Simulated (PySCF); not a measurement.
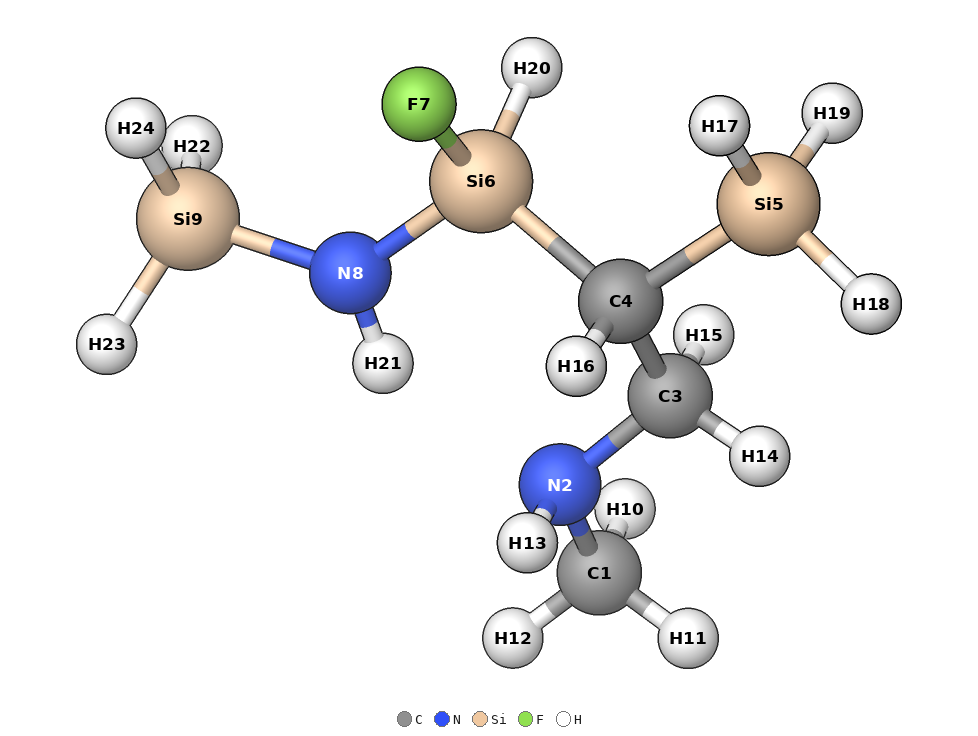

Computed geometry: GFN2-xTB optimisation. No frequency run is at hand to confirm it as a minimum. Electric field gradients from the ground-state density, PBE0/pcSseg-1 (PySCF 2.14.0), non-relativistic apart from any core potentials.

Give the largest field-gradient component, the quadrupole coupling constant and the asymmetry for 14N at N2 (Q = 20.44 mb), 14N at N8 (Q = 20.44 mb), 2H at H10 (Q = 2.86 mb), 2H at H11 (Q = 2.86 mb).

```json
{"atom": "N2", "V_zz (a.u.)": "−1.159", "e²qQ/h (MHz)": "−5.56", "η": "0.09"}
{"atom": "N8", "V_zz (a.u.)": "−0.663", "e²qQ/h (MHz)": "−3.18", "η": "0.22"}
{"atom": "H10", "V_zz (a.u.)": "0.305", "e²qQ/h (MHz)": "0.205", "η": "0.06"}
{"atom": "H11", "V_zz (a.u.)": "0.287", "e²qQ/h (MHz)": "0.193", "η": "0.05"}
```

The geometry is semi-empirical. Around Si such bond lengths and angles can be off by a tenth of an ångström or more and by several degrees, and values that hang on the shape move with them.
